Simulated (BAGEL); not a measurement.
# C2H5AlS (SMILES C=[C]([AlH2])S): HF/cc-pVDZ (density fitting with qzvpp-jkfit)

What is the vertical singlet–triplet gap of C2H5AlS at HF/cc-pVDZ (density fitting with qzvpp-jkfit)? 

Program for the calculation: BAGEL 1.2.2.

2 further runs of the same task are left out: 2 set aside as unsound or not needed. Runs told in other sessions of the task aren't counted.

### Step 1. The system as given

The species is C2H5AlS (9 atoms), meant as a singlet with charge 0. SMILES: `C=[C]([AlH2])S`. The coordinates come from a PBE0-D4/def2-TZVP relaxation. This is one conformer, not always the lowest.

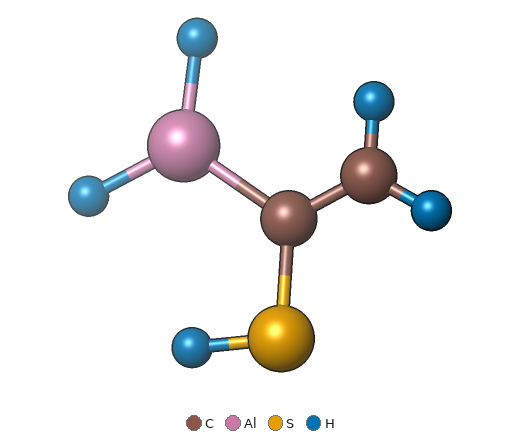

The structure, seen from a chosen angle (carbon brown, aluminium pink, sulfur amber, hydrogen blue).

### Step 2. The energy at HF/cc-pVDZ (density fitting with qzvpp-jkfit)

File hf.json:

```json
{ "bagel" : [

{
  "title" : "molecule",
  "basis" : "cc-pvdz.json",
  "df_basis" : "qzvpp-jkfit",
  "angstrom" : "true",
  "geometry" : [
    { "atom" : "C", "xyz" : [   -0.052000,    1.292400,   -0.845400 ] },
    { "atom" : "C", "xyz" : [   -0.306500,    0.328600,    0.050700 ] },
    { "atom" : "Al", "xyz" : [    0.856000,   -1.226200,    0.087600 ] },
    { "atom" : "S", "xyz" : [   -1.665000,    0.490100,    1.153000 ] },
    { "atom" : "H", "xyz" : [    0.786500,    1.197000,   -1.528500 ] },
    { "atom" : "H", "xyz" : [   -0.647600,    2.198400,   -0.942300 ] },
    { "atom" : "H", "xyz" : [    2.057300,   -1.282500,   -0.943100 ] },
    { "atom" : "H", "xyz" : [    0.559000,   -2.374400,    1.142300 ] },
    { "atom" : "H", "xyz" : [   -1.499300,   -0.669600,    1.808500 ] }
  ]
},
{ "title" : "hf", "charge" : 0 },
{ "title" : "print", "file" : "orbitals.molden", "orbitals" : "true" }

]}
```

The basis set cc-pVDZ is read from a file made from the Basis Set Exchange's data (not shown).

Started as:

```bash
$ BAGEL_NUM_THREADS=1 BAGEL hf.json > hf.out
```

Standard output:

```text
* using 1 threads per process

  ===============================================================
  ===============================================================

  *** Geometry ***

  { "atom" : "C", "xyz" : [     -0.098266,      2.442282,     -1.597574 ] },
  { "atom" : "C", "xyz" : [     -0.579201,      0.620964,      0.095809 ] },
  { "atom" : "Al", "xyz" : [      1.617606,     -2.317182,      0.165540 ] },
  { "atom" : "S", "xyz" : [     -3.146394,      0.926155,      2.178854 ] },
  { "atom" : "H", "xyz" : [      1.486270,      2.262002,     -2.888446 ] },
  { "atom" : "H", "xyz" : [     -1.223787,      4.154374,     -1.780689 ] },
  { "atom" : "H", "xyz" : [      3.887734,     -2.423574,     -1.782201 ] },
  { "atom" : "H", "xyz" : [      1.056357,     -4.486966,      2.158634 ] },
  { "atom" : "H", "xyz" : [     -2.833266,     -1.265361,      3.417570 ] },

  Number of auxiliary basis functions:      496

  Since a DF basis is specified, we compute 2- and 3-index integrals:
    o Being stored without compression. Storage requirement is 0.031 GB

  Number of basis functions:       89
  Number of electrons      :       46

    * METHOD: MOLECULE                             0.19

  *** RHF ***

  === Nuclear Repulsion ===
   179.1389422896

      * DIIS with orbital gradients will be used.

  === RHF iteration (cc-pvdz.json) ===
      0       -717.92853246          0.01239809           0.05
      1       -718.03210109          0.00671738           0.05
      2       -718.05748039          0.00142929           0.05
      3       -718.06007079          0.00025121           0.05
      4       -718.06018941          0.00011150           0.05
      5       -718.06021398          0.00005756           0.05
      6       -718.06021783          0.00001470           0.05
      7       -718.06021814          0.00000460           0.05
      8       -718.06021818          0.00000141           0.05
      9       -718.06021818          0.00000047           0.05
     10       -718.06021818          0.00000017           0.05
     11       -718.06021818          0.00000005           0.05
     12       -718.06021818          0.00000002           0.05
     13       -718.06021818          0.00000001           0.05
    * SCF iteration converged.

    * Permanent dipole moment:
           (   -0.314042,     0.197067,     0.143798) a.u.

    * METHOD: HF                                   0.82

    * METHOD: PRINT                                0.01

  ===============================================================
```

It took 1.2 s on 1 thread of AMD EPYC 9R45 (Zen 5), shared host; peak memory 0.13 GiB.

### Step 3. The triplet at the same level

File calc.json:

```json
{ "bagel" : [

{
  "title" : "molecule",
  "basis" : "cc-pvdz.json",
  "df_basis" : "qzvpp-jkfit",
  "angstrom" : "true",
  "geometry" : [
    { "atom" : "C", "xyz" : [   -0.052000,    1.292400,   -0.845400 ] },
    { "atom" : "C", "xyz" : [   -0.306500,    0.328600,    0.050700 ] },
    { "atom" : "Al", "xyz" : [    0.856000,   -1.226200,    0.087600 ] },
    { "atom" : "S", "xyz" : [   -1.665000,    0.490100,    1.153000 ] },
    { "atom" : "H", "xyz" : [    0.786500,    1.197000,   -1.528500 ] },
    { "atom" : "H", "xyz" : [   -0.647600,    2.198400,   -0.942300 ] },
    { "atom" : "H", "xyz" : [    2.057300,   -1.282500,   -0.943100 ] },
    { "atom" : "H", "xyz" : [    0.559000,   -2.374400,    1.142300 ] },
    { "atom" : "H", "xyz" : [   -1.499300,   -0.669600,    1.808500 ] }
  ]
},
{ "title" : "uhf", "nopen" : 2 },
{ "title" : "print", "file" : "orbitals.molden", "orbitals" : "true" }

]}
```

The basis set cc-pVDZ is read from a file made from the Basis Set Exchange's data (not shown).

Started as:

```bash
$ BAGEL_NUM_THREADS=1 BAGEL calc.json > calc.out
```

Standard output:

```text
* using 1 threads per process

  ===============================================================
  ===============================================================

  *** Geometry ***

  { "atom" : "C", "xyz" : [     -0.098266,      2.442282,     -1.597574 ] },
  { "atom" : "C", "xyz" : [     -0.579201,      0.620964,      0.095809 ] },
  { "atom" : "Al", "xyz" : [      1.617606,     -2.317182,      0.165540 ] },
  { "atom" : "S", "xyz" : [     -3.146394,      0.926155,      2.178854 ] },
  { "atom" : "H", "xyz" : [      1.486270,      2.262002,     -2.888446 ] },
  { "atom" : "H", "xyz" : [     -1.223787,      4.154374,     -1.780689 ] },
  { "atom" : "H", "xyz" : [      3.887734,     -2.423574,     -1.782201 ] },
  { "atom" : "H", "xyz" : [      1.056357,     -4.486966,      2.158634 ] },
  { "atom" : "H", "xyz" : [     -2.833266,     -1.265361,      3.417570 ] },

  Number of auxiliary basis functions:      496

  Since a DF basis is specified, we compute 2- and 3-index integrals:
    o Being stored without compression. Storage requirement is 0.031 GB

  Number of basis functions:       89
  Number of electrons      :       46

    * METHOD: MOLECULE                             0.19

  *** Open-shell HF ***

  === Nuclear Repulsion ===
   179.1389422896

      * DIIS with orbital gradients will be used.

  === UHF iteration (cc-pvdz.json) ===
      0       -717.75774277          0.02938915           0.11
      1       -717.87454938          0.02030438           0.10
      2       -717.91239951          0.01461547           0.09
      3       -717.94870828          0.00209611           0.09
      4       -717.95167331          0.00130000           0.10
      5       -717.95338989          0.00097715           0.10
      6       -717.95591174          0.00053633           0.10
      7       -717.95695453          0.00030321           0.10
      8       -717.95741786          0.00014795           0.10
      9       -717.95752479          0.00011026           0.10
     10       -717.95758078          0.00005987           0.11
     11       -717.95760318          0.00003700           0.10
     12       -717.95760557          0.00000923           0.10
     13       -717.95760585          0.00000353           0.09
     14       -717.95760596          0.00000217           0.09
     15       -717.95760602          0.00000097           0.10
     16       -717.95760603          0.00000051           0.10
     17       -717.95760603          0.00000034           0.10
     18       -717.95760603          0.00000022           0.10
     19       -717.95760603          0.00000011           0.10
     20       -717.95760603          0.00000005           0.09
     21       -717.95760603          0.00000002           0.10
     22       -717.95760603          0.00000001           0.10
     23       -717.95760603          0.00000001           0.10
    * SCF iteration converged.

    * S^2 (UHF) is 2.0198

    * Permanent dipole moment:
           (    0.157911,    -0.201449,    -0.001979) a.u.

    * METHOD: UHF                                  2.52

    * METHOD: PRINT                                0.01

  ===============================================================
```

Wall time 2.9 s (1 thread of AMD EPYC 9R45 (Zen 5), shared host); peak memory 0.13 GiB.

### Step 4. Results

At HF/cc-pVDZ (density fitting with qzvpp-jkfit):

```
                                        quantity          value
                           singlet: total energy  -718.06022 Eh
                          singlet: dipole moment         1.01 D
                            singlet: HOMO energy       -8.75 eV
                            singlet: LUMO energy        1.04 eV
                          singlet: HOMO–LUMO gap        9.79 eV
                           triplet: total energy  -717.95761 Eh
                          triplet: dipole moment         0.65 D
                                   triplet: ⟨S²⟩          2.020
vertical energy of the triplet above the singlet       2.792 eV
```

At this shape the triplet lies 2.79 eV (269 kJ/mol) above the singlet.
